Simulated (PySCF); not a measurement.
# CH4BF2OP: NMR shifts and electronic excitations at several levels of theory

How much do the NMR shifts and electronic excitations of CH4BF2OP (`FC(F)OBP`) depend on the level of theory, and what does each level cost?

The runs use PySCF 2.14.0, with density-fitted response routines of our own; the level of theory stands in each step. All values are computed, except where a source is named. Atoms are numbered from 0 throughout.

## 1. The starting structure

10 atoms, charge 0, multiplicity 1; geometry from: PBE0-D3(BJ)/def2-SVP.

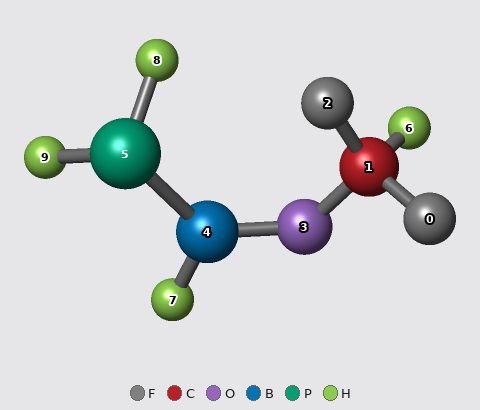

As it starts; fluorine grey, carbon red, oxygen purple, boron blue, phosphorus teal, hydrogen green, atoms numbered.

## 2. Shielding tensors: PBE0/6-31G*

The job: settings as JSON, then the geometry in Å.

```
{"job": {"kind": "nmr", "xc": "PBE0", "basis": "6-31G*", "pop": true}, "charge": 0, "multiplicity": 1}
F     -2.534879    -0.518845     0.529530
C     -1.360272     0.033601     0.841407
F     -1.221661     1.139831     0.091132
O     -0.378844    -0.875944     0.598923
B      0.688183    -0.839296    -0.250413
P      1.189843     0.558133    -1.453698
H     -1.360159     0.320502     1.905981
H      1.306081    -1.876317    -0.298876
H      1.128316     1.702277    -0.614764
H      2.592607     0.335707    -1.366290
```

With the program's defaults for keys left out, this is: GIAO PBE0/6-31G* NMR shielding, non-relativistic, gas phase.

Command:

```sh
> OMP_NUM_THREADS=1 python probes_run.py task.json out
```

This one command runs all jobs of the session in turn.

Log:

```text
coarse grid: 9536 points
cycle   1  E = -681.0489459848  dE =  7.995e-01  |g| = 8.452e-01  |ddm| = 2.914e+00
cycle   2  E = -680.9416863964  dE =  1.073e-01  |g| = 1.182e+00  |ddm| = 1.191e+00
cycle   3  E = -681.1757421187  dE = -2.341e-01  |g| = 4.705e-02  |ddm| = 7.073e-01
cycle   4  E = -681.1759690481  dE = -2.269e-04  |g| = 3.977e-02  |ddm| = 7.273e-02
cycle   5  E = -681.1762761642  dE = -3.071e-04  |g| = 7.074e-03  |ddm| = 3.154e-02
cycle   6  E = -681.1762867454  dE = -1.058e-05  |g| = 1.514e-03  |ddm| = 8.332e-03
cycle   7  E = -681.1762873249  dE = -5.795e-07  |g| = 2.942e-04  |ddm| = 1.738e-03
final grid: 90248 points
cycle   8  E = -681.1490711263  dE = -1.933e-05  |g| = 7.492e-03  |ddm| = 1.795e-02
cycle   9  E = -681.1490652102  dE =  5.916e-06  |g| = 9.690e-03  |ddm| = 1.168e-02
cycle  10  E = -681.1490825460  dE = -1.734e-05  |g| = 5.216e-04  |ddm| = 6.211e-03
cycle  11  E = -681.1490826160  dE = -7.000e-08  |g| = 1.729e-04  |ddm| = 7.702e-04
cycle  12  E = -681.1490826228  dE = -6.791e-09  |g| = 7.798e-05  |ddm| = 2.295e-04
cycle  13  E = -681.1490826238  dE = -1.045e-09  |g| = 1.483e-05  |ddm| = 5.683e-05
cycle  14  E = -681.1490826239  dE = -5.480e-11  |g| = 3.575e-06  |ddm| = 2.100e-05
converged SCF energy = -681.1490826239

GIAO shielding tensors (ppm)
atom      isotropic    diamagn.    paramagn.     s11        s22        s33       span
  0 F      283.109     468.426    -185.317    210.259    292.175    346.893    136.634
  1 C       80.178     236.055    -155.877     62.337     83.633     94.563     32.226
  2 F      295.810     474.819    -179.009    227.542    309.018    350.869    123.327
  3 O      105.755     390.750    -284.995    -28.998     89.901    256.363    285.361
  4 B       58.916     196.920    -138.004    -13.563     75.976    114.335    127.898
  5 P      552.345     968.856    -416.511    497.459    547.107    612.469    115.010
  6 H       25.369      26.128      -0.759     22.776     23.214     30.117      7.342
  7 H       25.573      29.591      -4.019     23.040     24.472     29.207      6.167
  8 H       29.084      30.779      -1.696     23.634     28.825     34.793     11.159
  9 H       29.444      29.783      -0.338     24.809     27.097     36.427     11.618
```

It took 7.3 s on 1 thread of Arm Neoverse V2, shared host; peak memory 0.52 GiB.

The references, computed at this level on geometries of the same kind, shield at (ppm): 1H TMS 31.96, 13C TMS 194.1, 19F CFCl3 198.9, 17O H2O 324.2, 31P H3PO4 376.2, 11B BF3·OEt2 112.3. Their shielding less the atom's gives the shift. The references are single molecules in the gas phase, so shifts against H2O, NH3, PH3, H3PO4 or CFCl3 are not on the usual liquid scales and can be off by tens of ppm. Atoms listed in one row are averaged.

| atoms | environment | σ (ppm) | δ (ppm) |
| --- | --- | --- | --- |
| C1 | sp3 CH bonded to 2 F and O | 80.2 | 114.0 |
| H6 | hydrogen on an sp3 CH bonded to 2 F and O | 25.37 | 6.59 |
| H7 | hydrogen on a boron bonded to O, P | 25.57 | 6.39 |
| H8, H9 | hydrogen on a phosphorus bonded to B | 29.26 | 2.70 |
| F0, F2 | fluorine of a CF2 group | 289.5 | -90.6 |
| O3 | oxygen bonded to C, B | 105.8 | 218.4 |
| B4 | boron bonded to O, P, H | 58.9 | 53.3 |
| P5 | phosphorus bonded to B, 2 H | 552.3 | -176.1 |

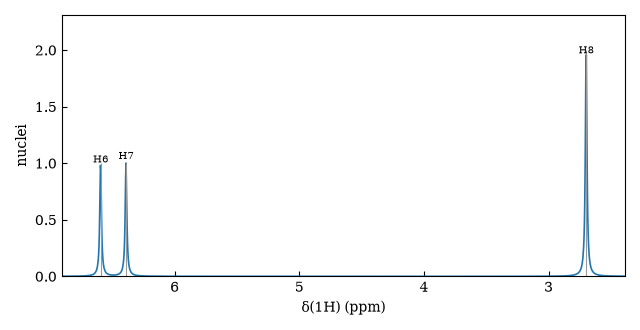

1H lines at the computed shifts, without couplings. Lines are broadened to a width of 0.02 ppm (Lorentzian).

The run also stored atomic charges by several schemes (e):

```
 atoms  Mulliken    IAO  Hirshfeld  ESP fit
F0, F2     -0.29  -0.28      -0.08    -0.14
    C1      0.68   0.62       0.22     0.37
    O3     -0.39  -0.36      -0.15    -0.34
    B4      0.16   0.08       0.13     0.37
    P5     -0.13   0.07      -0.03    -0.31
```

Mulliken charges:

```csv
atom,value (e)
F0,-0.29
C1,0.68
F2,-0.30
O3,-0.39
B4,0.16
P5,-0.13
H6,0.16
H7,0.01
H8,0.06
H9,0.04
```

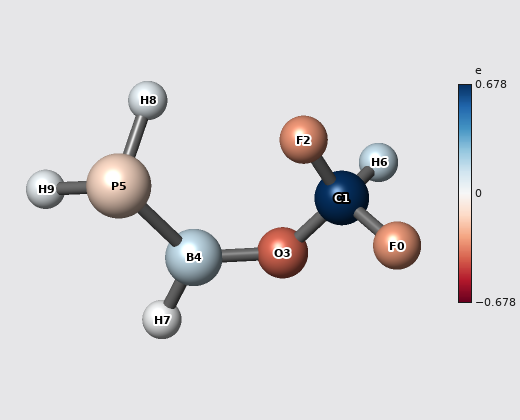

Mulliken charges, as colours on the atoms.

Mayer bond orders: F0–C1 0.99, C1–F2 0.95, C1–O3 0.98, O3–B4 1.19, B4–P5 1.11.

## 3. Shielding tensors: PBE0/6-311+G(2d,p)

The job, as its differences from that of step 2:

```diff
@@ -1,2 +1,2 @@
-{"job": {"kind": "nmr", "xc": "PBE0", "basis": "6-31G*", "pop": true}, "charge": 0, "multiplicity": 1}
+{"job": {"kind": "nmr", "xc": "PBE0", "basis": "6-311+G(2d,p)", "pop": true}, "charge": 0, "multiplicity": 1}
 F     -2.534879    -0.518845     0.529530
```

Level: GIAO PBE0/6-311+G(2d,p) NMR shielding, non-relativistic, gas phase.

Log:

```text
coarse grid: 9536 points
cycle   1  E = -681.1610679198  dE =  7.978e-01  |g| = 8.639e-01  |ddm| = 2.646e+00
cycle   2  E = -681.0408051546  dE =  1.203e-01  |g| = 1.244e+00  |ddm| = 1.064e+00
cycle   3  E = -681.2820756968  dE = -2.413e-01  |g| = 6.090e-02  |ddm| = 6.246e-01
cycle   4  E = -681.2823482667  dE = -2.726e-04  |g| = 5.155e-02  |ddm| = 7.340e-02
cycle   5  E = -681.2828210409  dE = -4.728e-04  |g| = 8.862e-03  |ddm| = 3.191e-02
cycle   6  E = -681.2828321581  dE = -1.112e-05  |g| = 3.033e-03  |ddm| = 7.200e-03
cycle   7  E = -681.2828336775  dE = -1.519e-06  |g| = 2.767e-04  |ddm| = 2.221e-03
final grid: 90248 points
cycle   8  E = -681.2981392812  dE = -4.883e-05  |g| = 7.507e-03  |ddm| = 3.996e-02
cycle   9  E = -681.2981334565  dE =  5.825e-06  |g| = 9.494e-03  |ddm| = 9.702e-03
cycle  10  E = -681.2981488086  dE = -1.535e-05  |g| = 1.146e-03  |ddm| = 5.358e-03
cycle  11  E = -681.2981490306  dE = -2.220e-07  |g| = 3.507e-04  |ddm| = 9.559e-04
cycle  12  E = -681.2981490541  dE = -2.357e-08  |g| = 1.213e-04  |ddm| = 3.175e-04
cycle  13  E = -681.2981490564  dE = -2.238e-09  |g| = 2.267e-05  |ddm| = 7.732e-05
cycle  14  E = -681.2981490565  dE = -9.709e-11  |g| = 4.533e-06  |ddm| = 2.279e-05
converged SCF energy = -681.2981490565

GIAO shielding tensors (ppm)
atom      isotropic    diamagn.    paramagn.     s11        s22        s33       span
  0 F      261.617     459.230    -197.612    175.027    272.753    337.073    162.046
  1 C       67.884     243.200    -175.316     49.996     71.558     82.098     32.103
  2 F      272.541     468.295    -195.754    198.909    292.970    325.744    126.835
  3 O       82.662     384.743    -302.082    -51.455     63.206    236.233    287.688
  4 B       46.851     189.827    -142.976    -30.483     64.025    107.010    137.493
  5 P      517.183     966.734    -449.551    451.111    507.155    593.283    142.172
  6 H       24.759      28.833      -4.074     22.389     22.836     29.054      6.665
  7 H       25.112      28.803      -3.691     22.224     23.989     29.122      6.898
  8 H       28.474      28.952      -0.477     23.271     28.226     33.926     10.655
  9 H       28.897      28.850       0.047     24.364     26.515     35.812     11.449
```

Wall time 18 s (1 thread of Arm Neoverse V2, shared host); peak memory 0.95 GiB.

Key values: δ C1 118.6, F0 -92.3, O3 243.9, B4 55.6, H6 6.75, H7 6.40 ppm (means over like atoms).

## 4. Nuclear shieldings: PBE0/def2-SVP

The job, as its differences from that of step 3:

```diff
@@ -1,2 +1,2 @@
-{"job": {"kind": "nmr", "xc": "PBE0", "basis": "6-311+G(2d,p)", "pop": true}, "charge": 0, "multiplicity": 1}
+{"job": {"kind": "nmr", "xc": "PBE0", "basis": "def2-SVP", "pop": true}, "charge": 0, "multiplicity": 1}
 F     -2.534879    -0.518845     0.529530
```

Level: GIAO PBE0/def2-SVP NMR shielding, non-relativistic, gas phase.

Log:

```text
coarse grid: 9536 points
cycle   1  E = -680.6033971222  dE =  7.549e-01  |g| = 8.401e-01  |ddm| = 3.129e+00
cycle   2  E = -680.5003134446  dE =  1.031e-01  |g| = 1.162e+00  |ddm| = 1.297e+00
cycle   3  E = -680.7280430008  dE = -2.277e-01  |g| = 5.246e-02  |ddm| = 7.653e-01
cycle   4  E = -680.7283108217  dE = -2.678e-04  |g| = 4.094e-02  |ddm| = 8.059e-02
cycle   5  E = -680.7286342447  dE = -3.234e-04  |g| = 7.678e-03  |ddm| = 3.480e-02
cycle   6  E = -680.7286445083  dE = -1.026e-05  |g| = 1.651e-03  |ddm| = 8.214e-03
cycle   7  E = -680.7286451229  dE = -6.145e-07  |g| = 2.614e-04  |ddm| = 1.909e-03
final grid: 90248 points
cycle   8  E = -680.8165357144  dE = -2.430e-05  |g| = 7.073e-03  |ddm| = 2.172e-02
cycle   9  E = -680.8165294321  dE =  6.282e-06  |g| = 9.373e-03  |ddm| = 1.172e-02
cycle  10  E = -680.8165455064  dE = -1.607e-05  |g| = 6.804e-04  |ddm| = 6.444e-03
cycle  11  E = -680.8165456096  dE = -1.032e-07  |g| = 2.443e-04  |ddm| = 9.462e-04
cycle  12  E = -680.8165456211  dE = -1.146e-08  |g| = 6.976e-05  |ddm| = 2.303e-04
cycle  13  E = -680.8165456219  dE = -8.185e-10  |g| = 1.350e-05  |ddm| = 6.628e-05
converged SCF energy = -680.8165456219

GIAO shielding tensors (ppm)
atom      isotropic    diamagn.    paramagn.     s11        s22        s33       span
  0 F      284.774     467.222    -182.448    209.440    297.565    347.317    137.876
  1 C       78.806     240.224    -161.418     59.847     82.317     94.252     34.405
  2 F      295.477     475.145    -179.668    228.460    314.084    343.887    115.427
  3 O      105.651     388.148    -282.497    -29.202     86.383    259.773    288.974
  4 B       55.381     198.642    -143.260    -21.662     71.909    115.897    137.560
  5 P      578.897     966.253    -387.355    521.964    569.623    645.105    123.141
  6 H       25.230      27.798      -2.568     22.625     23.074     29.993      7.368
  7 H       25.164      30.159      -4.996     22.397     24.054     29.040      6.642
  8 H       28.643      31.084      -2.442     23.298     28.319     34.311     11.013
  9 H       29.007      29.626      -0.619     24.413     26.518     36.090     11.678
```

It took 7.4 s on 1 thread of Arm Neoverse V2, shared host; peak memory 0.56 GiB.

In short: δ C1 114.9, F0 -75.5, O3 237.4, B4 55.3, H7 6.18, H6 6.11 ppm (means over like atoms).

## 5. Shielding tensors: PBE0/def2-TZVP

The job, as its differences from that of step 4:

```diff
@@ -1,2 +1,2 @@
-{"job": {"kind": "nmr", "xc": "PBE0", "basis": "def2-SVP", "pop": true}, "charge": 0, "multiplicity": 1}
+{"job": {"kind": "nmr", "xc": "PBE0", "basis": "def2-TZVP", "pop": true}, "charge": 0, "multiplicity": 1}
 F     -2.534879    -0.518845     0.529530
```

Method: GIAO PBE0/def2-TZVP NMR shielding, non-relativistic, gas phase.

Log:

```text
coarse grid: 9536 points
cycle   1  E = -681.2082610278  dE =  7.967e-01  |g| = 8.686e-01  |ddm| = 2.385e+00
cycle   2  E = -681.0878833229  dE =  1.204e-01  |g| = 1.252e+00  |ddm| = 9.332e-01
cycle   3  E = -681.3298259010  dE = -2.419e-01  |g| = 5.726e-02  |ddm| = 5.474e-01
cycle   4  E = -681.3300511920  dE = -2.253e-04  |g| = 5.097e-02  |ddm| = 6.472e-02
cycle   5  E = -681.3305121826  dE = -4.610e-04  |g| = 8.323e-03  |ddm| = 2.785e-02
cycle   6  E = -681.3305227455  dE = -1.056e-05  |g| = 2.705e-03  |ddm| = 6.944e-03
cycle   7  E = -681.3305239733  dE = -1.228e-06  |g| = 2.943e-04  |ddm| = 1.854e-03
final grid: 90248 points
cycle   8  E = -681.3352197323  dE = -6.906e-05  |g| = 7.328e-03  |ddm| = 4.352e-02
cycle   9  E = -681.3352147168  dE =  5.016e-06  |g| = 9.091e-03  |ddm| = 8.301e-03
cycle  10  E = -681.3352288254  dE = -1.411e-05  |g| = 1.127e-03  |ddm| = 4.540e-03
cycle  11  E = -681.3352290286  dE = -2.032e-07  |g| = 3.333e-04  |ddm| = 8.655e-04
cycle  12  E = -681.3352290504  dE = -2.176e-08  |g| = 1.232e-04  |ddm| = 2.613e-04
cycle  13  E = -681.3352290527  dE = -2.331e-09  |g| = 2.419e-05  |ddm| = 6.754e-05
cycle  14  E = -681.3352290528  dE = -1.137e-10  |g| = 4.319e-06  |ddm| = 2.006e-05
converged SCF energy = -681.3352290528

GIAO shielding tensors (ppm)
atom      isotropic    diamagn.    paramagn.     s11        s22        s33       span
  0 F      261.145     464.248    -203.103    175.596    269.847    337.993    162.397
  1 C       65.093     239.527    -174.434     46.542     68.872     79.864     33.323
  2 F      272.801     472.695    -199.894    199.767    290.840    327.798    128.031
  3 O       80.221     383.267    -303.047    -57.682     60.113    238.232    295.914
  4 B       45.919     194.793    -148.874    -33.388     63.309    107.836    141.224
  5 P      504.154     966.423    -462.268    437.481    494.898    580.084    142.604
  6 H       24.833      28.088      -3.256     22.513     22.967     29.017      6.504
  7 H       25.067      29.288      -4.220     22.153     23.957     29.093      6.940
  8 H       28.473      30.583      -2.110     23.329     28.317     33.774     10.445
  9 H       28.871      29.414      -0.544     24.417     26.570     35.625     11.207
```

Run time: 21 s. Hardware: 1 thread of Arm Neoverse V2, shared host; peak memory 1 GiB.

This run: δ C1 121.6, F0 -88.1, O3 252.4, B4 56.7, H6 6.65, H7 6.41 ppm (means over like atoms).

## 6. Shielding tensors: PBE0/cc-pVDZ

The job, as its differences from that of step 5:

```diff
@@ -1,2 +1,2 @@
-{"job": {"kind": "nmr", "xc": "PBE0", "basis": "def2-TZVP", "pop": true}, "charge": 0, "multiplicity": 1}
+{"job": {"kind": "nmr", "xc": "PBE0", "basis": "cc-pVDZ", "pop": true}, "charge": 0, "multiplicity": 1}
 F     -2.534879    -0.518845     0.529530
```

With the program's defaults for keys left out, this is: GIAO PBE0/cc-pVDZ NMR shielding, non-relativistic, gas phase.

Log:

```text
coarse grid: 9536 points
cycle   1  E = -681.0630767178  dE =  8.266e-01  |g| = 8.403e-01  |ddm| = 5.637e+00
cycle   2  E = -680.9570691489  dE =  1.060e-01  |g| = 1.170e+00  |ddm| = 2.493e+00
cycle   3  E = -681.1866985823  dE = -2.296e-01  |g| = 5.133e-02  |ddm| = 1.434e+00
cycle   4  E = -681.1869417295  dE = -2.431e-04  |g| = 4.176e-02  |ddm| = 1.313e-01
cycle   5  E = -681.1872757704  dE = -3.340e-04  |g| = 7.151e-03  |ddm| = 5.596e-02
cycle   6  E = -681.1872851283  dE = -9.358e-06  |g| = 1.648e-03  |ddm| = 1.440e-02
final grid: 90248 points
cycle   7  E = -681.1970645087  dE = -2.568e-05  |g| = 7.347e-03  |ddm| = 4.780e-02
cycle   8  E = -681.1970592658  dE =  5.243e-06  |g| = 9.324e-03  |ddm| = 2.575e-02
cycle   9  E = -681.1970762206  dE = -1.695e-05  |g| = 8.017e-04  |ddm| = 1.318e-02
cycle  10  E = -681.1970763659  dE = -1.454e-07  |g| = 2.469e-04  |ddm| = 1.856e-03
cycle  11  E = -681.1970763779  dE = -1.197e-08  |g| = 9.693e-05  |ddm| = 3.939e-04
cycle  12  E = -681.1970763795  dE = -1.538e-09  |g| = 1.332e-05  |ddm| = 1.211e-04
cycle  13  E = -681.1970763795  dE = -4.684e-11  |g| = 3.852e-06  |ddm| = 2.623e-05
converged SCF energy = -681.1970763795

GIAO shielding tensors (ppm)
atom      isotropic    diamagn.    paramagn.     s11        s22        s33       span
  0 F      279.140     467.334    -188.194    206.947    286.482    343.991    137.043
  1 C       81.997     243.554    -161.557     62.930     85.591     97.469     34.539
  2 F      290.307     474.222    -183.915    224.450    304.948    341.522    117.073
  3 O       99.763     383.441    -283.678    -37.643     81.676    255.255    292.898
  4 B       58.349     199.923    -141.574    -17.372     75.245    117.174    134.546
  5 P      573.993     969.148    -395.155    516.184    564.740    641.054    124.870
  6 H       24.939      28.048      -3.108     22.351     22.732     29.736      7.385
  7 H       25.040      30.486      -5.446     22.191     23.842     29.086      6.895
  8 H       28.578      31.187      -2.610     23.292     28.173     34.267     10.975
  9 H       29.045      29.721      -0.675     24.460     26.671     36.006     11.546
```

Wall time 8.3 s (1 thread of Arm Neoverse V2, shared host); peak memory 0.59 GiB.

Key values: δ C1 114.8, F0 -83.8, O3 243.6, B4 55.5, H6 6.35, H7 6.25 ppm (means over like atoms).

## 7. Nuclear shieldings: PBE0/cc-pVTZ

The job, as its differences from that of step 6:

```diff
@@ -1,2 +1,2 @@
-{"job": {"kind": "nmr", "xc": "PBE0", "basis": "cc-pVDZ", "pop": true}, "charge": 0, "multiplicity": 1}
+{"job": {"kind": "nmr", "xc": "PBE0", "basis": "cc-pVTZ", "pop": true}, "charge": 0, "multiplicity": 1}
 F     -2.534879    -0.518845     0.529530
```

With the program's defaults for keys left out, this is: GIAO PBE0/cc-pVTZ NMR shielding, non-relativistic, gas phase.

Log:

```text
coarse grid: 9536 points
cycle   1  E = -681.1974318472  dE =  7.961e-01  |g| = 8.679e-01  |ddm| = 5.736e+00
cycle   2  E = -681.0797160481  dE =  1.177e-01  |g| = 1.252e+00  |ddm| = 2.234e+00
cycle   3  E = -681.3182323801  dE = -2.385e-01  |g| = 5.531e-02  |ddm| = 1.310e+00
cycle   4  E = -681.3184222412  dE = -1.899e-04  |g| = 5.078e-02  |ddm| = 1.235e-01
cycle   5  E = -681.3188743805  dE = -4.521e-04  |g| = 8.071e-03  |ddm| = 5.806e-02
cycle   6  E = -681.3188844235  dE = -1.004e-05  |g| = 2.313e-03  |ddm| = 1.249e-02
cycle   7  E = -681.3188853843  dE = -9.608e-07  |g| = 3.373e-04  |ddm| = 3.308e-03
final grid: 90248 points
cycle   8  E = -681.3219399467  dE = -6.910e-05  |g| = 7.787e-03  |ddm| = 6.930e-02
cycle   9  E = -681.3219338427  dE =  6.104e-06  |g| = 1.000e-02  |ddm| = 2.116e-02
cycle  10  E = -681.3219504460  dE = -1.660e-05  |g| = 9.153e-04  |ddm| = 1.156e-02
cycle  11  E = -681.3219505870  dE = -1.410e-07  |g| = 3.298e-04  |ddm| = 1.553e-03
cycle  12  E = -681.3219506081  dE = -2.103e-08  |g| = 1.221e-04  |ddm| = 4.929e-04
cycle  13  E = -681.3219506103  dE = -2.238e-09  |g| = 2.272e-05  |ddm| = 1.364e-04
cycle  14  E = -681.3219506104  dE = -1.060e-10  |g| = 4.183e-06  |ddm| = 3.454e-05
converged SCF energy = -681.3219506104

GIAO shielding tensors (ppm)
atom      isotropic    diamagn.    paramagn.     s11        s22        s33       span
  0 F      263.238     466.260    -203.023    180.291    271.398    338.023    157.732
  1 C       66.592     237.756    -171.164     48.024     70.279     81.473     33.449
  2 F      275.385     473.598    -198.212    203.979    292.720    329.457    125.478
  3 O       83.340     384.509    -301.169    -54.492     64.502    240.010    294.502
  4 B       47.187     196.015    -148.828    -30.964     64.091    108.434    139.399
  5 P      534.152     971.077    -436.925    471.078    523.137    608.241    137.164
  6 H       24.691      28.272      -3.581     22.324     22.736     29.012      6.688
  7 H       25.033      29.683      -4.650     22.137     23.852     29.109      6.971
  8 H       28.415      30.828      -2.413     23.230     28.198     33.816     10.586
  9 H       28.846      29.576      -0.730     24.375     26.498     35.665     11.290
```

Run time: 26 s. Hardware: 1 thread of Arm Neoverse V2, shared host; peak memory 1 GiB.

Key values: δ C1 120.7, F0 -86.7, O3 251.5, B4 55.6, H6 6.60, H7 6.26 ppm (means over like atoms).

## 8. NMR shieldings: PBE0/aug-cc-pVDZ

The job, as its differences from that of step 7:

```diff
@@ -1,2 +1,2 @@
-{"job": {"kind": "nmr", "xc": "PBE0", "basis": "cc-pVTZ", "pop": true}, "charge": 0, "multiplicity": 1}
+{"job": {"kind": "nmr", "xc": "PBE0", "basis": "aug-cc-pVDZ", "pop": true}, "charge": 0, "multiplicity": 1}
 F     -2.534879    -0.518845     0.529530
```

Method: GIAO PBE0/aug-cc-pVDZ NMR shielding, non-relativistic, gas phase.

Log:

```text
coarse grid: 9536 points
cycle   1  E = -681.1020503215  dE =  8.255e-01  |g| = 7.943e-01  |ddm| = 6.551e+00
cycle   2  E = -680.9984659966  dE =  1.036e-01  |g| = 1.132e+00  |ddm| = 2.368e+00
cycle   3  E = -681.2135987607  dE = -2.151e-01  |g| = 5.846e-02  |ddm| = 1.363e+00
cycle   4  E = -681.2139794401  dE = -3.807e-04  |g| = 4.363e-02  |ddm| = 1.438e-01
cycle   5  E = -681.2143418859  dE = -3.624e-04  |g| = 8.786e-03  |ddm| = 5.805e-02
cycle   6  E = -681.2143550616  dE = -1.318e-05  |g| = 1.805e-03  |ddm| = 1.459e-02
cycle   7  E = -681.2143557510  dE = -6.894e-07  |g| = 2.630e-04  |ddm| = 3.458e-03
final grid: 90248 points
cycle   8  E = -681.2241304925  dE = -2.881e-05  |g| = 6.897e-03  |ddm| = 8.727e-02
cycle   9  E = -681.2241249649  dE =  5.528e-06  |g| = 9.056e-03  |ddm| = 2.418e-02
cycle  10  E = -681.2241401602  dE = -1.520e-05  |g| = 6.031e-04  |ddm| = 1.229e-02
cycle  11  E = -681.2241402387  dE = -7.855e-08  |g| = 2.316e-04  |ddm| = 1.617e-03
cycle  12  E = -681.2241402502  dE = -1.148e-08  |g| = 8.913e-05  |ddm| = 4.117e-04
cycle  13  E = -681.2241402516  dE = -1.332e-09  |g| = 1.898e-05  |ddm| = 1.120e-04
cycle  14  E = -681.2241402516  dE = -8.299e-11  |g| = 3.864e-06  |ddm| = 3.334e-05
converged SCF energy = -681.2241402516

GIAO shielding tensors (ppm)
atom      isotropic    diamagn.    paramagn.     s11        s22        s33       span
  0 F      274.828     467.548    -192.720    193.471    284.281    346.733    153.262
  1 C       79.382     223.496    -144.113     59.860     84.227     94.060     34.200
  2 F      284.279     470.949    -186.670    215.146    302.991    334.701    119.555
  3 O      100.834     373.089    -272.256    -29.422     81.779    250.145    279.567
  4 B       55.852     215.683    -159.832    -19.850     73.009    114.397    134.247
  5 P      579.004     969.262    -390.258    518.139    568.438    650.435    132.296
  6 H       24.557      29.866      -5.310     22.185     22.627     28.858      6.673
  7 H       24.826      25.299      -0.473     21.852     23.694     28.932      7.080
  8 H       28.464      29.626      -1.161     23.186     28.226     33.981     10.796
  9 H       28.909      28.353       0.556     24.323     26.627     35.776     11.453
```

Wall time 17 s (1 thread of Arm Neoverse V2, shared host); peak memory 0.87 GiB.

Key values: δ C1 115.7, F0 -85.4, O3 235.1, B4 54.3, H6 6.84, H7 6.57 ppm (means over like atoms).

[end of part 1 of 2]
